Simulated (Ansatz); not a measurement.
Si₂H₅O: several calculations on one system

### Relaxation

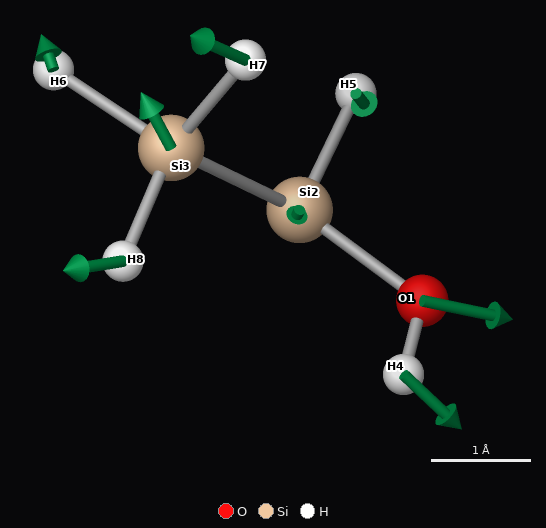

This is a relaxation of Si2H5O (multiplicity 2) (coarse preliminary run). The starting structure is drawn; green arrows show the displacements, magnified 10 times. The two geometries are superimposed by the best rigid fit.

Style: ball-and-stick. Shown from a free direction.

All numbers below come from UKS PBE-D4/def2-SVP (Ansatz).

The input:
```yaml
crystal:
  periodic: [false, false, false]
  atoms:
    - {symbol: O, position_ang: [-0.930400, 0.870900, -1.664800]}
    - {symbol: Si, position_ang: [0.091300, 1.135400, -0.427900]}
    - {symbol: Si, position_ang: [0.263900, -0.736900, 0.893200]}
    - {symbol: H, position_ang: [-1.780700, 0.564500, -1.467600]}
    - {symbol: H, position_ang: [1.410400, 1.531100, -1.008600]}
    - {symbol: H, position_ang: [1.162900, -0.435100, 2.079900]}
    - {symbol: H, position_ang: [0.890000, -1.879600, 0.147300]}
    - {symbol: H, position_ang: [-1.015300, -1.107300, 1.392700]}
basis:
  gaussian: {orbitals: def2-SVP}
magnetization: {spin_polarized: true, initial_magnetization: 1}
hamiltonian: {xc: pbe, dispersion: d4}
relax: {f_tol: 0.03, max_steps: 250}
```

What happened in the run?

The atom that moves furthest after the best rigid fit is O1 (0.11 Å). Largest moves by element: O 0.11 Å, H 0.10 Å, Si 0.07 Å. Some distances before and after: Si3–H8 1.422 → 1.507 Å, O1–Si2 1.626 → 1.696 Å, Si2–Si3 2.298 → 2.363 Å, O1–H4 0.925 → 0.974 Å. Among the angles between lasting bonds that change: Si2–O1–H4 118.0° → 114.0°, O1–Si2–H5 107.6° → 104.3°, Si2–Si3–H7 111.5° → 114.3°. The optimiser took 8 steps.

### Relaxation

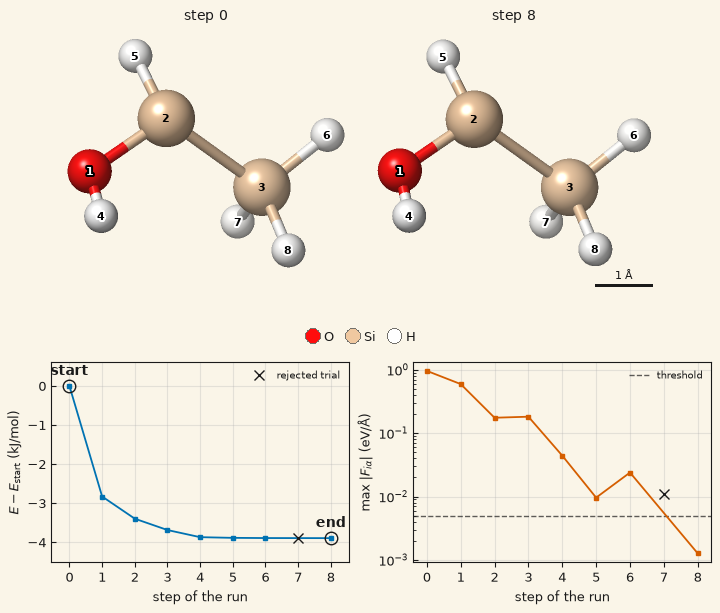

First and last geometry of a relaxation of Si2H5O (multiplicity 2), with the history of the run. The picture is a ball-and-stick view, seen at a tilt.

The calculation used UKS PBE0-D4/def2-TZVP in Ansatz 0.2.0.

The input:
```yaml
crystal:
  periodic: [false, false, false]
  atoms:
    - {symbol: O, position_ang: [-0.935240, 0.929324, -1.757526]}
    - {symbol: Si, position_ang: [0.083218, 1.157990, -0.420872]}
    - {symbol: Si, position_ang: [0.314033, -0.771245, 0.924028]}
    - {symbol: H, position_ang: [-1.826484, 0.610514, -1.527343]}
    - {symbol: H, position_ang: [1.400937, 1.578601, -1.024725]}
    - {symbol: H, position_ang: [1.201579, -0.429835, 2.092440]}
    - {symbol: H, position_ang: [0.894575, -1.965116, 0.204178]}
    - {symbol: H, position_ang: [-1.040518, -1.167233, 1.454020]}
basis:
  gaussian: {orbitals: def2-TZVP}
magnetization: {spin_polarized: true, initial_magnetization: 1}
hamiltonian: {xc: pbe0, dispersion: d4}
relax: {f_tol: 0.005, max_steps: 200}
```

> What do the curves and the structures tell?

It converged. O1 moves most after the best rigid fit: 0.042 Å. Largest moves by element: O 0.042 Å, H 0.027 Å, Si 0.025 Å. Near-neighbour distances that change, for instance: O1–Si2 1.696 → 1.657 Å, Si2–H5 1.509 → 1.490 Å, Si2–Si3 2.363 → 2.344 Å, O1–H4 0.974 → 0.959 Å. Among the angles between lasting bonds that change: Si2–O1–H4 114.0° → 116.9°. After 7 accepted moves (8 points after the start) the energy has fallen by 3.89 kJ/mol. Largest force component: 0.96 eV/Å at the start, 0.0013 eV/Å at the end. The line search rejected the trial step at point 7 of the run. The run took roughly 110 core-seconds on a shared host.

### Scan

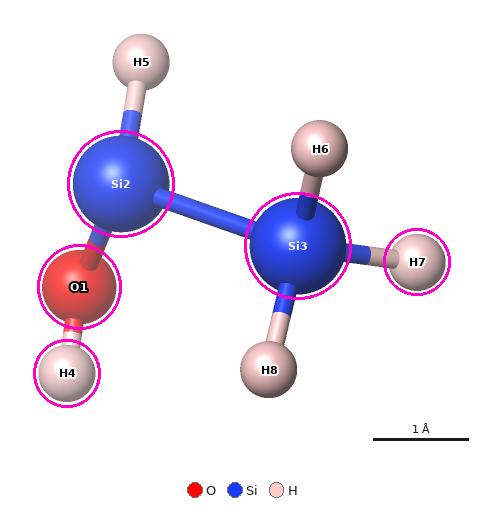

Energy scan for Si₂H₅O (multiplicity 2), in which the Si3–H7 distance and the H4–O1–Si2–Si3 dihedral angle are varied on a grid, with the rest of the molecule carried along rigidly. The picture shows the minimum geometry. The ringed atoms are those of the scanned coordinate. Style: ball-and-stick. Shown from a free direction.

Single-point energies from Ansatz with CCSD(T) in the def2-TZVPP basis, on geometries moved rigidly from the minimum at PBE0-D4/def2-TZVP. Coupled cluster with a frozen core. Energies are counted from the PBE0-D4/def2-TZVP minimum geometry at the same level.

```xyz
8

O    -0.9291    0.9384   -1.7171
Si    0.0904    1.1340   -0.4250
Si    0.3142   -0.7742    0.9176
H    -1.8059    0.5984   -1.5303
H     1.3787    1.5823   -1.0244
H     1.1900   -0.4268    2.0690
H     0.8839   -1.9604    0.2167
H    -1.0302   -1.1487    1.4376
```

### Give the energy at each point on a grid with rows 1.223, 1.378, 1.604, 1.869, 2.162 and columns −123.7, −51.7, 20.3, 92.3, 164.3 (Si3–H7 distance (Å); H4–O1–Si2–Si3 dihedral angle (°)).

Rows: Si3–H7 distance (Å); columns: H4–O1–Si2–Si3 dihedral angle (°); values in kJ/mol.

```
       −123.7  −51.7   20.3   92.3  164.3
1.223    93.0  100.9   92.2   92.3   94.4
1.378    15.6   23.3   14.7   15.0   17.2
1.604    14.3   21.6   13.2   13.8   16.3
1.869    78.0   85.1   76.7   77.8   80.5
2.162   163.9  171.0  162.5  164.0  167.2
```

In pairs of (Si3–H7 distance (Å); H4–O1–Si2–Si3 dihedral angle (°)): the lowest computed point lies at (1.604, 20.3) (13.2 kJ/mol), the highest at (2.162, −51.7) (171.0 kJ/mol). ⟨S²⟩ varies from 0.76 to 0.92, a sign that the unrestricted solution changes its character.

### Energy map

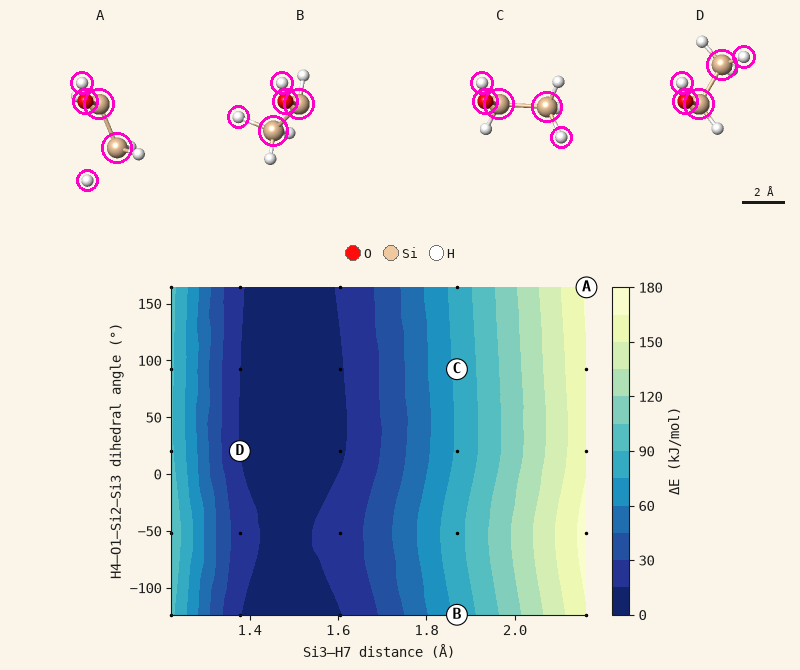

Energy scan for Si₂H₅O (multiplicity 2), in which one Si–H bond length and one H–O–Si–Si dihedral angle are varied on a grid, with the rest of the molecule carried along rigidly. The map is interpolated between the computed points (dots). The lettered frames are marked on it. Style: ball-and-stick. Shown almost along the central bond, with a slight tilt. The ringed atoms are those of the scanned coordinates.

Single-point energies from Ansatz with CCSD(T) in the def2-TZVPP basis, on geometries moved rigidly from the minimum at PBE0-D4/def2-TZVP. Coupled cluster with a frozen core. Energies are counted from the PBE0-D4/def2-TZVP minimum geometry at the same level.

Q: What does the map show?

A: In pairs of (Si3–H7 distance (Å); H4–O1–Si2–Si3 dihedral angle (°)): the lowest computed point lies at (1.604, 20.3) (13.2 kJ/mol), the highest at (2.162, −51.7) (171.0 kJ/mol). ⟨S²⟩ varies from 0.76 to 0.92, a sign that the unrestricted solution changes its character. The frames lie at A (2.162, 164.3): 167.2 kJ/mol, B (1.869, −123.7): 78.0 kJ/mol, C (1.869, 92.3): 77.8 kJ/mol, D (1.378, 20.3): 14.7 kJ/mol.

The computed points:

Rows: Si3–H7 distance (Å); columns: H4–O1–Si2–Si3 dihedral angle (°); values in kJ/mol.

```
       −123.7  −51.7   20.3   92.3  164.3
1.223    93.0  100.9   92.2   92.3   94.4
1.378    15.6   23.3   14.7   15.0   17.2
1.604    14.3   21.6   13.2   13.8   16.3
1.869    78.0   85.1   76.7   77.8   80.5
2.162   163.9  171.0  162.5  164.0  167.2
```
